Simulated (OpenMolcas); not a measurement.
C3H11AlO (SMILES C[Al-](C)(C)[OH2+]): the energy, rung by rung

C3H11AlO has 16 atoms, charge 0, and is taken as a singlet. As SMILES, `C[Al-](C)(C)[OH2+]`. Geometry: relaxed at PBE0-D4/def2-TZVP. This is one conformer, not always the lowest.

```xyz
16

C    -0.6380    0.7231   -1.7127
Al    0.0856   -0.1405   -0.0856
C     1.6989    0.6544    0.7405
C    -0.2107   -2.0711    0.1425
O    -1.2682    0.6786    1.2276
H    -0.5857    1.8181   -1.6867
H    -0.0691    0.4146   -2.5973
H    -1.6792    0.4456   -1.9177
H     1.8436    0.3439    1.7826
H     1.7073    1.7506    0.7170
H     2.6015    0.3341    0.2076
H    -0.0166   -2.4052    1.1672
H     0.4541   -2.6517   -0.5073
H    -1.2337   -2.3694   -0.1102
H    -0.8088    1.2219    1.8776
H    -1.8809    1.2530    0.7549
```

Quantity: the energy change with the Al2–O5 bond stretched from 2.056 to 2.365 Å, in eV. The values are calculated.

```json
{"level": "HF/6-31G* (spherical functions) (unrestricted)", "kind": "Hartree–Fock", "program": "OpenMolcas", "value (eV)": "0.09"}
{"level": "SVWN5/6-31G* (spherical functions) (restricted)", "kind": "LDA", "program": "OpenMolcas", "value (eV)": "0.22"}
{"level": "PBE/6-31G* (spherical functions) (restricted)", "kind": "GGA", "program": "OpenMolcas", "value (eV)": "0.10"}
{"level": "revPBE/6-31G* (spherical functions) (restricted)", "kind": "GGA", "program": "OpenMolcas", "value (eV)": "0.05"}
{"level": "BHLYP/6-31G* (spherical functions) (restricted)", "kind": "global hybrid", "program": "OpenMolcas", "value (eV)": "0.14"}
{"level": "PBE0/6-31G* (spherical functions) (restricted)", "kind": "global hybrid", "program": "OpenMolcas", "value (eV)": "0.13"}
{"level": "B2PLYP/6-31G* (spherical functions) (restricted)", "kind": "double hybrid", "program": "OpenMolcas", "value (eV)": "0.11"}
{"level": "MP2/6-31G* (spherical functions) (restricted)", "kind": "perturbation theory", "program": "OpenMolcas", "value (eV)": "0.11"}
```

The first shape isn't each level's own minimum. The values span 0.05 to 0.22 eV.

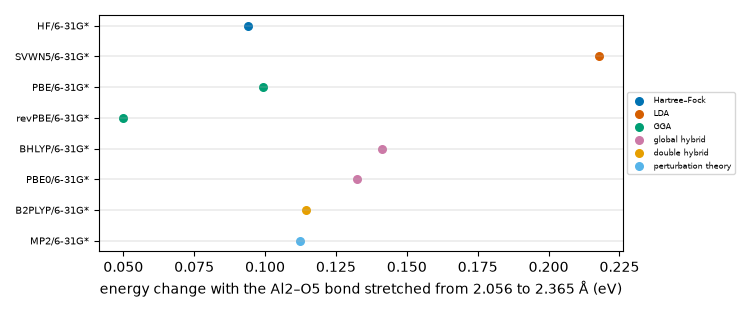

The values of the table, level by level.
